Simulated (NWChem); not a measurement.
# CH4S2 (methyl hydrodisulfide) at PBE/6-31G(d) (spherical functions)

What is the electronic atomisation energy of CH4S2 (methyl hydrodisulfide) at PBE/6-31G* (spherical functions)? 

Program for the calculation: NWChem 7.3.0.

4 further runs of the same task are left out: 1 that didn't finish, 3 set aside as unsound or not needed.

## Step 1: The system as given

CH4S2 has 7 atoms, charge 0, and is taken as a singlet. SMILES: `CSS`. Geometry: relaxed at PBE0-D4/def2-TZVP. This is one conformer, not always the lowest.

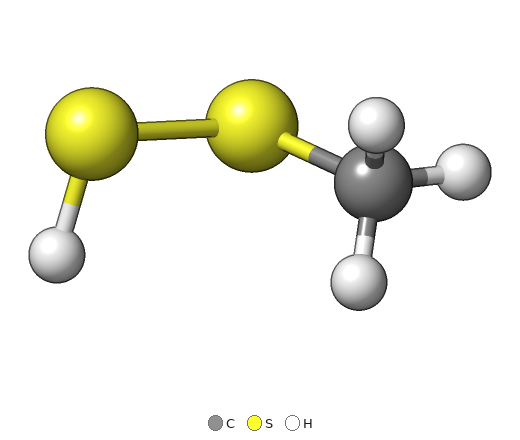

Viewed from a chosen angle; carbon grey, sulfur yellow, hydrogen white.

## Step 2: The energy at PBE/6-31G(d) (spherical functions) (run 1)

File mymol.nw:

```
start mymol
memory 2200 mb
geometry noautosym nocenter noautoz
C     -0.757700     0.531000    -0.254500
S      0.410700     0.313400     1.100600
S      1.938900    -0.712100     0.227800
H     -1.170500    -0.425600    -0.574100
H     -0.285300     1.039300    -1.094100
H     -1.562500     1.156200     0.139800
H      1.487600    -1.970200     0.408600
end
basis spherical bse
* library 6-31G*
end
dft
xc xpbe96 cpbe96
grid medium
convergence energy 1e-08
iterations 100
mulliken
noprint "final vectors analysis"
end
task dft energy
```

The run is started by

```bash
$ nwchem mymol.nw > mymol.out
```

What it wrote:

```text
[...]
          Wavefunction type:  closed shell.
          No. of atoms     :     7
          No. of electrons :    42
[...]
          Charge           :     0
          Spin multiplicity:     1
[...]
          AO basis - number of functions:    58
[...]
              XC Information
              --------------
          PerdewBurkeErnzerhof Exchange Functional  1.000
            Perdew 1991 LDA Correlation Functional  1.000 local
           PerdewBurkeErnz. Correlation Functional  1.000 non-local
[...]
 d= 0,ls=0.0,diis     1   -836.4063704299 -9.87D+02  1.42D-02  3.39D-01     0.8
[...]
 d= 0,ls=0.0,diis    10   -836.4429854656 -3.66D-09  7.17D-07  1.42D-09     5.4
         Total DFT energy =     -836.442985465580
      One electron energy =    -1452.308406795685
           Coulomb energy =      523.635426626217
    Exchange-Corr. energy =      -57.915628602239
 Nuclear repulsion energy =      150.145623306126
[...]
      Total Density - Mulliken Population Analysis
     ---------------------------------------------
    Atom       Charge   Shell Charges
 -----------   ------   -------------------------------------------------------
    1 C    6     6.64   2.00  0.67  2.10  0.72  1.12  0.03
    2 S   16    15.97   2.00  2.00  5.97  1.38  2.98  0.51  1.05  0.08
    3 S   16    16.14   2.00  2.00  5.97  1.39  3.04  0.53  1.16  0.07
    4 H    1     0.80   0.52  0.28
    5 H    1     0.79   0.52  0.27
    6 H    1     0.79   0.52  0.28
    7 H    1     0.87   0.50  0.37
[...]
```

Wall time 6.3 s (1 thread of Intel Xeon 6975P-C (Granite Rapids), shared host); peak memory 0.11 GiB.

## Step 3: The C atom (run 2)

File test.xyz:

```xyz
1

C      0.000000     0.000000     0.000000
```

File test.nw:

```
start test
memory total 2200 mb

geometry noautosym nocenter noautoz
  load format xyz test.xyz
end

basis spherical bse
  * library 6-31G*
end

dft
  xc xpbe96 cpbe96
  mult 3
  grid medium
  convergence energy 1e-08
  maxiter 100
  mulliken
  print low
end

task dft energy
```

The run is started by

```bash
$ nwchem test.nw > test.out
```

What it wrote:

```text
[...]
 d= 0,ls=0.0,diis     1    -37.7543634355 -3.78D+01  2.77D-02  5.36D-02     0.1
[...]
 d= 0,ls=0.0,diis     6    -37.7813197714 -3.02D-11  1.25D-07  1.12D-13     0.1
[...]
         Total DFT energy =      -37.781319771351
      One electron energy =      -50.492139461125
           Coulomb energy =       17.892582151896
    Exchange-Corr. energy =       -5.181762462122
 Nuclear repulsion energy =        0.000000000000
[...]
      Total Density - Mulliken Population Analysis
     ---------------------------------------------
    Atom       Charge   Shell Charges
 -----------   ------   -------------------------------------------------------
    1 C    6     6.00   2.00  0.87  1.21  1.13  0.79  0.00
     --------------------------------------------
      Spin Density - Mulliken Population Analysis
     --------------------------------------------
    Atom       Charge   Shell Charges
 -----------   ------   -------------------------------------------------------
    1 C    6     2.00   0.00  0.04  1.21 -0.04  0.79 -0.00
[...]
      <S2> =      2.0015 (Exact =     2.0000)
[...]
```

It took 0.72 s on 1 thread of Intel Xeon 6975P-C (Granite Rapids), shared host; peak memory 0.1 GiB.

Run 3 isn't shown in full; the table further down has it.

## Step 4: The S atom (run 4)

File calc.nw:

```
start calc
title "S PBE"
memory stack 880 mb heap 220 mb global 1100 mb
charge 0

geometry units angstrom noautosym nocenter noautoz
  S        0.000000       0.000000       0.000000
end

basis spherical bse
  S library 6-31G*
end

dft
  xc xpbe96 cpbe96
  mult 3
  grid medium
  convergence energy 1e-08
  maxiter 100
  mulliken
  print low
end

task dft energy
```

Run the same way, it converges to -397.90709 Eh (log not shown).

## Step 5: Overview of the runs

```tsv
run	level	partner	energy (Eh)	wall time
1	PBE/6-31G* (spherical functions)	base	-836.442985	6.3 s
2	UPBE/6-31G* (spherical functions)	atoms	-37.781320	0.72 s
3	UPBE/6-31G* (spherical functions)	atoms	-0.497432	0.64 s
4	UPBE/6-31G* (spherical functions)	atoms	-397.907094	1.2 s
```

## Step 6: Summary of results

Level: PBE/6-31G* (spherical functions).

| quantity | value |
| --- | --- |
| S atom: total energy | -397.90709 Eh |
| S atom: ⟨S²⟩ | 2.002 |
| electronic atomisation energy | 23.341 eV |

In words: Taking the molecule apart into free atoms costs 23.34 eV (2252 kJ/mol), before zero-point energy and without spin-orbit coupling. All runs together took 8.9 s, the longest 6.3 s.
